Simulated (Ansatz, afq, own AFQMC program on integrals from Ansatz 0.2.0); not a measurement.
# SiNH₄ (doublet): quantum Monte Carlo beside coupled cluster at distance N1–H4 along a hydrogen transfer = 1.149 Å, cc-pVTZ

How near does AFQMC come to the top of the ladder for SiNH₄ (doublet)?

Computed with Ansatz 0.2.0, Gaussian basis, and an in-house AFQMC program (afq) on its integrals; all values are calculated. Level: cc-pVTZ, frozen cores.

To be run: PBE (unrestricted); r2SCAN (unrestricted); PBE0 (unrestricted); B3LYP (unrestricted); CCSD(T) on UHF; wB97M-V (unrestricted); B2PLYP (unrestricted); Phaseless AFQMC, CISD trial on UHF.

### Step 1. The system

The geometry derives from fragments relaxed apart (PBE0/def2-TZVP) and kept rigid, so it is no stationary point. A hydrogen atom is moved between rigid fragments.

6 atoms, charge 0, spin multiplicity 2.

Atoms are counted from 1 here; the program's logs count them from 0.

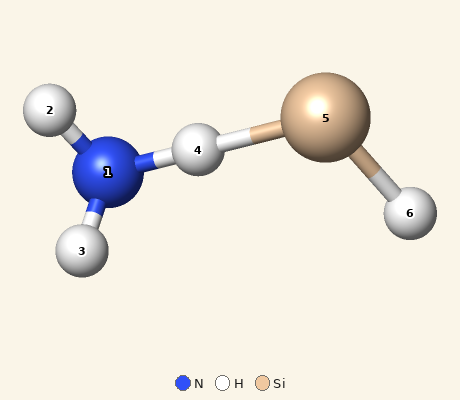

The geometry (nitrogen blue, hydrogen white, silicon light orange); atoms are numbered from 1 in the order of the file.

As a file:

| atom | x (Å) | y (Å) | z (Å) |
| --- | --- | --- | --- |
| N1 | -1.76926 | 0.01997 | -0.01924 |
| H2 | -2.06654 | 0.98781 | -0.01924 |
| H3 | -2.06654 | -0.38233 | 0.86102 |
| H4 | -0.62026 | 0.01997 | -0.01924 |
| Si5 | 1.00274 | 0.01997 | -0.01924 |
| H6 | 1.39917 | -1.45954 | -0.01924 |

### Step 2. PBE (unrestricted)

in.yaml

```yaml
crystal:
  periodic: [false, false, false]
  atoms:
    - {symbol: N, position_ang: [-1.769264, 0.019973, -0.019236]}
    - {symbol: H, position_ang: [-2.066543, 0.987807, -0.019236]}
    - {symbol: H, position_ang: [-2.066543, -0.382326, 0.861023]}
    - {symbol: H, position_ang: [-0.620264, 0.019973, -0.019236]}
    - {symbol: Si, position_ang: [1.002736, 0.019973, -0.019236]}
    - {symbol: H, position_ang: [1.399171, -1.459540, -0.019236]}
basis:
  gaussian: {orbitals: cc-pVTZ}
magnetization: {spin_polarized: true, initial_magnetization: 1}
hamiltonian: {xc: {name: PBE}}
output: {orbitals: {seedname: orbitals}}
```

Command:

```console
ansatz run in.yaml --threads 1 --pin off --events-out ev --progress --plain --max-ram 5632MiB --backend cpu
```

What it wrote:

```text
Functional definition: PBE
  name "PBE"
  cite "Perdew, Burke & Ernzerhof, Phys. Rev. Lett. 77, 3865 (1996) doi:10.1103/PhysRevLett.77.3865"
  parent pbe
  parameter kappa = 0.804
  parameter beta = 0.06672455060314922
  exchange = pbe_x(kappa = kappa, mu = beta*pi^2/3)
  correlation = pbe_c(beta = beta)
690 factors; their error is unknown
mean field evaluation 1: about -9412.4640 eV, gradient 5.2e1 eV
mean field evaluation 2: about -9313.9449 eV, gradient 1.1e2 eV
mean field evaluation 4: about -9419.5317 eV, gradient 2.4e1 eV
mean field evaluation 8: about -9423.9940 eV, gradient 3.7e-1 eV
mean field evaluation 16: about -9423.9690 eV, gradient 6.3e-3 eV
mean field evaluation 32: about -9423.9690 eV, gradient 3.7e-6 eV
mean field -9423.96896012 eV, -346.3244714889 hartree, gradient 3.7e-6 eV, S^2 0.756464; 5 other end points of the search recorded, 0 dependent functions left out
reference -9423.96899321 eV, -346.3244727049 hartree; 13, 12 occupied and 107, 108 virtual orbitals, 690 factors
Total energy: -9423.96899321 eV, -346.3244727049 hartree
```

Wall time 3.7 s (1 thread of AMD EPYC 7R13 (Zen 3), shared host); peak memory 2 GiB.

From the report: ⟨S²⟩ of the determinant 0.756 (pure doublet: 0.75).

### Step 3. r2SCAN (unrestricted)

in.yaml: that of step 2 with these lines changed.

```diff
@@ -12,3 +12,2 @@
 magnetization: {spin_polarized: true, initial_magnetization: 1}
-hamiltonian: {xc: {name: PBE}}
-output: {orbitals: {seedname: orbitals}}
+hamiltonian: {xc: {name: r2SCAN}}
```

The command is unchanged.

What it wrote:

```text
Functional definition: r2SCAN
  name "r2SCAN"
  cite "Furness, Kaplan, Ning, Perdew & Sun, J. Phys. Chem. Lett. 11, 8208 (2020) doi:10.1021/acs.jpclett.0c02405"
  cite "Furness, Kaplan, Ning, Perdew & Sun, J. Phys. Chem. Lett. 11, 9248 (2020) doi:10.1021/acs.jpclett.0c03077"
  parent r2scan
  parameter k0 = 0.174
  parameter k1 = 0.065
  parameter a1 = 4.9479
  exchange = r2scan_x(k0 = k0, k1 = k1, a1 = a1)
  correlation = r2scan_c
690 factors; their error is unknown
mean field evaluation 1: about -9418.4745 eV, gradient 4.7e1 eV
mean field evaluation 2: about -9336.7427 eV, gradient 1.0e2 eV
mean field evaluation 4: about -9426.3445 eV, gradient 1.5e1 eV
mean field evaluation 8: about -9428.2485 eV, gradient 5.1e-1 eV
mean field evaluation 16: about -9428.2383 eV, gradient 2.3e-2 eV
mean field evaluation 32: about -9428.2383 eV, gradient 5.0e-5 eV
mean field -9428.23830606 eV, -346.4813670581 hartree, gradient 5.1e-6 eV, S^2 0.761230; 5 other end points of the search recorded, 0 dependent functions left out
reference -9428.23831748 eV, -346.4813674780 hartree; 13, 12 occupied and 107, 108 virtual orbitals, 690 factors
Total energy: -9428.23831748 eV, -346.4813674780 hartree
```

Wall time 8 s (1 thread of AMD EPYC 7R13 (Zen 3), shared host); peak memory 2 GiB.

From the report: ⟨S²⟩ of the determinant 0.761 (pure doublet: 0.75).

### Step 4. PBE0 (unrestricted)

in.yaml: that of step 3 with these lines changed.

```diff
@@ -12,2 +12,3 @@
 magnetization: {spin_polarized: true, initial_magnetization: 1}
-hamiltonian: {xc: {name: r2SCAN}}
+hamiltonian: {xc: {name: PBE0}}
+output: {orbitals: {seedname: orbitals}}
```

The command is unchanged.

What it wrote:

```text
Functional definition: PBE0
  name "PBE0"
  cite "Adamo & Barone, J. Chem. Phys. 110, 6158 (1999) doi:10.1063/1.478522"
  cite "Perdew, Burke & Ernzerhof, Phys. Rev. Lett. 77, 3865 (1996) doi:10.1103/PhysRevLett.77.3865"
  parent pbe
  parameter a = 0.25
  parameter kappa = 0.804
  parameter beta = 0.06672455060314922
  exchange = (1 - a)*pbe_x(kappa = kappa, mu = beta*pi^2/3) + a*exact_x
  correlation = pbe_c(beta = beta)
702 factors; their error is unknown
mean field evaluation 1: about -9416.7770 eV, gradient 4.2e1 eV
mean field evaluation 2: about -9356.0804 eV, gradient 9.0e1 eV
mean field evaluation 4: about -9424.2720 eV, gradient 3.5e0 eV
mean field evaluation 8: about -9424.3674 eV, gradient 3.0e-1 eV
mean field evaluation 16: about -9424.6680 eV, gradient 2.6e-1 eV
mean field evaluation 32: about -9423.7607 eV, gradient 4.2e0 eV
mean field -9424.67301880 eV, -346.3503451681 hartree, gradient 1.3e-5 eV, S^2 0.758612; 4 other end points of the search recorded, 0 dependent functions left out
reference -9424.67304405 eV, -346.3503460960 hartree; 13, 12 occupied and 107, 108 virtual orbitals, 702 factors
Total energy: -9424.67304405 eV, -346.3503460960 hartree
```

It took 6.5 s on 1 thread of AMD EPYC 7R13 (Zen 3), shared host; peak memory 2 GiB.

From the report: ⟨S²⟩ of the determinant 0.759 (pure doublet: 0.75).

### Step 5. B3LYP (unrestricted)

in.yaml: that of step 4 with these lines changed.

```diff
@@ -12,3 +12,2 @@
 magnetization: {spin_polarized: true, initial_magnetization: 1}
-hamiltonian: {xc: {name: PBE0}}
-output: {orbitals: {seedname: orbitals}}
+hamiltonian: {xc: {name: B3LYP}}
```

Launched as before.

What it wrote, shortened:

```text
Functional definition: B3LYP
  name "B3LYP"
  cite "Stephens, Devlin, Chabalowski & Frisch, J. Phys. Chem. 98, 11623 (1994) doi:10.1021/j100096a001"
  cite "Becke, Phys. Rev. A 38, 3098 (1988) doi:10.1103/PhysRevA.38.3098"
  cite "Lee, Yang & Parr, Phys. Rev. B 37, 785 (1988) doi:10.1103/PhysRevB.37.785"
  cite "Vosko, Wilk & Nusair, Can. J. Phys. 58, 1200 (1980) doi:10.1139/p80-159"
[...]
699 factors; their error is unknown
[...]
mean field -9430.63577587 eV, -346.5694724489 hartree, gradient 7.6e-6 eV, S^2 0.755607; 5 other end points of the search recorded, 0 dependent functions left out
reference -9430.63598840 eV, -346.5694802590 hartree; 13, 12 occupied and 107, 108 virtual orbitals, 699 factors
Total energy: -9430.63598840 eV, -346.5694802590 hartree
```

It took 7 s on 1 thread of AMD EPYC 7R13 (Zen 3), shared host; peak memory 2 GiB.

From the report: ⟨S²⟩ of the determinant 0.756 (pure doublet: 0.75).

### Step 6. CCSD(T) on UHF

in.yaml: that of step 5 with these lines changed.

```diff
@@ -12,2 +12,2 @@
 magnetization: {spin_polarized: true, initial_magnetization: 1}
-hamiltonian: {xc: {name: B3LYP}}
+correlation: {method: ccsd_t, electrons: outside_noble_gas, hamiltonian_folder: ham}
```

Command:

```console
ansatz run in.yaml --threads 1 --pin off --events-out ev --progress --plain --max-ram 16896MiB --backend cuda --devices 0, --max-vram 18GiB
```

What it wrote, shortened:

```text
Functional definition: HF
  name "HF"
  cite "Fock, Z. Phys. 61, 126 (1930) doi:10.1007/BF01340294"
  parent pbe
[...]
691 factors; integrals over basis functions are off by at most 1.5e-3 eV
[...]
mean field -9404.28675007 eV, -345.6011636106 hartree, gradient 3.9e-6 eV, S^2 0.887221; 19 other end points of the search recorded, 0 dependent functions left out
determinant -9404.28675007 eV, -345.6011636106 hartree, with singles and doubles -9414.39822865 eV, -345.9727535944 hartree
determinant -9404.28409698 eV, -345.6010661111 hartree, with singles and doubles -9414.40142748 eV, -345.9728711494 hartree
determinant -9403.94617518 eV, -345.5886477143 hartree, with singles and doubles -9414.12547690 eV, -345.9627301527 hartree
determinant -9402.10537383 eV, -345.5209995125 hartree, with singles and doubles -9411.99135558 eV, -345.8843026407 hartree
[...]
determinant -9401.05495758 eV, -345.4823974271 hartree, with singles and doubles -9411.24221796 eV, -345.8567723411 hartree
determinant -9404.28675007 eV, -345.6011636106 hartree, with singles and doubles -9414.27034144 eV, -345.9680538264 hartree
determinant -9404.28409698 eV, -345.6010661111 hartree, with singles and doubles -9414.27336344 eV, -345.9681648827 hartree
determinant -9403.94617518 eV, -345.5886477143 hartree, with singles and doubles -9413.97800243 eV, -345.9573105658 hartree
6 core orbitals not correlated: weight in the atoms' cores, before any rotation towards them, 1.000 or more for the frozen orbitals, at most 0.000 for the correlated occupied ones
reference -9404.28409698 eV, -345.6010661111 hartree; 7, 6 occupied and 107, 108 virtual orbitals, 691 factors
second order -9.02625930 eV of doubles, -0.00000000 eV of singles
cycle   1  -9.98926511 eV  change    1.4e-6 eV  update   4.2e-6
perturbative correction -0.39625449 eV, -0.0145620839 hartree
Total energy: -9414.66961658 eV, -345.9827269169 hartree
```

Run time: 30 s. Hardware: 1 × NVIDIA H100 80GB HBM3 with 1 thread of AMD EPYC 7R13 (Zen 3), shared host; peak host memory 2 GiB.

From the report: ⟨S²⟩ of the determinant 0.842 (pure doublet: 0.75); correlation -10.3855 eV; T1 0.036; largest double amplitude 0.08.

This run also writes the integrals to the folder ham.

### Step 7. wB97M-V (unrestricted)

in.yaml: that of step 6 with these lines changed.

```diff
@@ -12,2 +12,3 @@
 magnetization: {spin_polarized: true, initial_magnetization: 1}
-correlation: {method: ccsd_t, electrons: outside_noble_gas, hamiltonian_folder: ham}
+hamiltonian: {xc: {name: wB97M-V}}
+output: {orbitals: {seedname: orbitals}}
```

Command:

```console
ansatz run in.yaml --threads 1 --pin off --events-out ev --progress --plain --max-ram 5632MiB --backend cpu
```

What it wrote, shortened:

```text
Functional definition: wB97M-V
  name "wB97M-V"
  cite "Mardirossian & Head-Gordon, J. Chem. Phys. 144, 214110 (2016) doi:10.1063/1.4952647"
  cite "Becke, J. Chem. Phys. 107, 8554 (1997) doi:10.1063/1.475007"
  cite "Vydrov & Van Voorhis, J. Chem. Phys. 133, 244103 (2010) doi:10.1063/1.3521275"
  # Of w^i u^j: cxij and so on, Table III.
[...]
  gx(w, u) = 1 - cx + cx01*u + cx10*w
  gss(w, u) = css00 + css04*u^4 + css10*w + css20*w^2 + css43*w^4*u^3
  gos(w, u) = cos00 + cos10*w + (cos20 + cos21*u)*w^2 + (cos60 + cos61*u)*w^6
[...]
      + integral(e_c_pw_mod_opposite_spin*gos(b97_w_opposite, b97_u_opposite)) + vv10(b, c)
699 factors; their error is unknown
163 factors; integrals over basis functions are off by at most 2.5e-5 eV
[...]
mean field -9428.22755255 eV, -346.4809718741 hartree, gradient 4.0e-6 eV, S^2 0.753457; 4 other end points of the search recorded, 0 dependent functions left out
reference -9428.22759031 eV, -346.4809732619 hartree; 13, 12 occupied and 107, 108 virtual orbitals, 699 factors
Total energy: -9428.22759031 eV, -346.4809732619 hartree
```

Wall time 19 s (1 thread of AMD EPYC 7R13 (Zen 3), shared host); peak memory 2 GiB.

From the report: ⟨S²⟩ of the determinant 0.753 (pure doublet: 0.75).

### Step 8. B2PLYP (unrestricted)

in.yaml: that of step 7 with these lines changed.

```diff
@@ -12,3 +12,3 @@
 magnetization: {spin_polarized: true, initial_magnetization: 1}
-hamiltonian: {xc: {name: wB97M-V}}
-output: {orbitals: {seedname: orbitals}}
+hamiltonian: {xc: {name: B2PLYP}}
+correlation: {electrons: outside_noble_gas}
```

Same command.

What it wrote, shortened:

```text
Functional definition: B2PLYP
  name "B2PLYP"
  cite "Grimme, J. Chem. Phys. 124, 034108 (2006) doi:10.1063/1.2148954"
  cite "Becke, Phys. Rev. A 38, 3098 (1988) doi:10.1103/PhysRevA.38.3098"
  cite "Lee, Yang & Parr, Phys. Rev. B 37, 785 (1988) doi:10.1103/PhysRevB.37.785"
[...]
691 factors; integrals over basis functions are off by at most 1.5e-3 eV
[...]
mean field -9422.20725521 eV, -346.2597300276 hartree, gradient 4.6e-6 eV, S^2 0.760429; 6 other end points of the search recorded, 0 dependent functions left out
6 core orbitals not correlated: weight in the atoms' cores, before any rotation towards them, 1.000 or more for the frozen orbitals, at most 0.000 for the correlated occupied ones
reference -9422.20739119 eV, -346.2597350248 hartree; 7, 6 occupied and 107, 108 virtual orbitals, 691 factors
second order -11.22492358 eV of doubles, -0.00000000 eV of singles
Total energy: -9425.23812056 eV, -346.3711122747 hartree
```

Run time: 11 s. Hardware: 1 thread of AMD EPYC 7R13 (Zen 3), shared host; peak memory 2 GiB.

From the report: ⟨S²⟩ of the determinant 0.760 (pure doublet: 0.75).

### Step 9. Phaseless AFQMC, CISD trial on UHF

It reads the integrals that the CCSD(T) run on this determinant wrote.

Command:

```console
afq ham --method phaseless --trial cisd --walkers 600 --populations 10 --least-time 60 --time-step 0.005 --steps-per-block 50 --equilibration-blocks 28 --max-blocks 4000 --target-error 0.00021 --factor-cut 1e-05 --start spin_pure --seed 4801 --release-times 0.24,0.51,0.99,1.62,2.4 --release-step 0.03 --release-every 3 --taylor-order 6
```

What it wrote:

```text
orbitals 114  electrons 7 6  factors 685 of 691
reference energy -345.60106611 Eh
CCSD correlation -0.36709876 Eh in 21 cycles, weight of the determinant in the CISD state 0.8267
energy of the start -345.957736 Eh
 block  time / (1/Eh)  mean weight  energy / Eh
     1     0.250  1.0001  -345.959870
     2     0.500  1.0006  -345.966897
     3     0.750  0.9992  -345.971931
     4     1.000  0.9996  -345.979295
     5     1.250  0.9995  -345.977432
     6     1.500  0.9994  -345.977532
     7     1.750  1.0004  -345.975941
     8     2.000  1.0002  -345.978346
     9     2.250  1.0002  -345.981551
    10     2.500  0.9994  -345.984447
    13     3.250  0.9995  -345.979480
    17     4.250  0.9982  -345.982785
    21     5.250  0.9996  -345.983549
    25     6.250  0.9999  -345.983985
    29     7.250  1.0009  -345.982184
    33     8.250  1.0010  -345.981826
    37     9.250  0.9989  -345.982874
    41    10.250  0.9998  -345.985957
    45    11.250  1.0009  -345.985260
    49    12.250  0.9998  -345.984699
    53    13.250  0.9989  -345.983718
    57    14.250  1.0005  -345.985061
    61    15.250  1.0000  -345.982044
    65    16.250  1.0003  -345.983040
    69    17.250  0.9998  -345.986030
    73    18.250  0.9998  -345.988922
    77    19.250  0.9998  -345.989445
    81    20.250  0.9997  -345.985187
    85    21.250  1.0008  -345.984578
    89    22.250  0.9996  -345.983344
    93    23.250  1.0004  -345.984517
    97    24.250  1.0012  -345.986263
   101    25.250  1.0005  -345.981938
   105    26.250  1.0000  -345.989325
   109    27.250  1.0001  -345.988392
   113    28.250  1.0000  -345.989214
   117    29.250  0.9996  -345.983473
   121    30.250  1.0005  -345.988468
   125    31.250  1.0004  -345.980624
   129    32.250  0.9991  -345.985876
   133    33.250  1.0005  -345.984576
   137    34.250  1.0008  -345.987962
   141    35.250  1.0000  -345.986011
   145    36.250  1.0002  -345.982247
   149    37.250  0.9997  -345.987096
   153    38.250  1.0005  -345.983839
   157    39.250  0.9993  -345.980641
   161    40.250  1.0000  -345.984659
   165    41.250  1.0012  -345.981943
   169    42.250  0.9985  -345.983683
   173    43.250  0.9999  -345.984132
   177    44.250  1.0009  -345.983881
   181    45.250  1.0001  -345.982874
   185    46.250  0.9996  -345.986364
   189    47.250  1.0000  -345.990232
   193    48.250  1.0002  -345.980943
error from the spread of 10 populations
released: time / (1/Eh)  energy / Eh  error  mean overlap
  0.24  -345.984372  0.000363  0.9984
  0.51  -345.984203  0.000223  0.9987
  0.99  -345.984660  0.000346  0.9908
  1.62  -345.985482  0.000418  0.9744
  2.40  -345.985872  0.000908  0.9502
energy -345.984364 +/- 0.000404 Eh
```

Wall time 3.8 min (1 × NVIDIA H100 80GB HBM3 with 2 threads of AMD EPYC 7R13 (Zen 3), shared host); peak host memory 2 GiB.

Energy -9414.7142 ± 0.0110 eV. Caveats: constraint bias not in the error; error above the target.

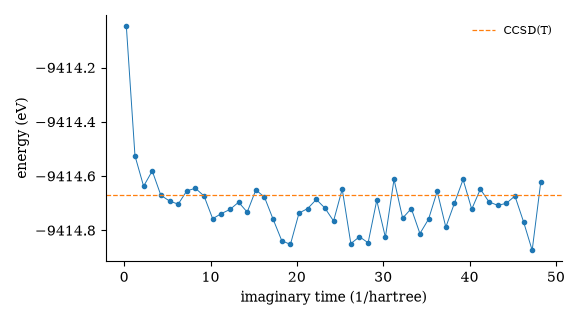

Block energies along the walk.

### Step 10. AFQMC on the ladder

On the UHF determinant, counted from CCSD(T) (a yardstick, not exact):

| level | energy (eV) | from CCSD(T) (kJ/mol) | statistical error (kJ/mol) | time |
| --- | --- | --- | --- | --- |
| HF | -9404.2841 | +1002.1 |  |  |
| MP2 | -9413.3104 | +131.1 |  |  |
| CCSD | -9414.2734 | +38.2 |  |  |
| CCSD(T) | -9414.6696 | 0.0 |  |  |
| Phaseless AFQMC, CISD trial, step 0.005, 600 walkers | -9414.7142 | -4.3 | 1.1 | 3.8 min |

The functionals' totals stand on their own zeros and serve differences with other points: PBE -9423.969 eV; r2SCAN -9428.238 eV; PBE0 -9424.673 eV; B3LYP -9430.636 eV; wB97M-V -9428.228 eV; B2PLYP -9425.238 eV.

### Step 11. What came out

```
                                       quantity              value
Phaseless AFQMC, CISD trial on UHF from CCSD(T)  -4.3 ± 1.1 kJ/mol
```

What this shows: On UHF the phaseless walk with the CISD trial lies -4.3 kJ/mol from CCSD(T), 4 times its error bar. Error bars are statistical and leave out the constraint, the time step and what remains of the start.
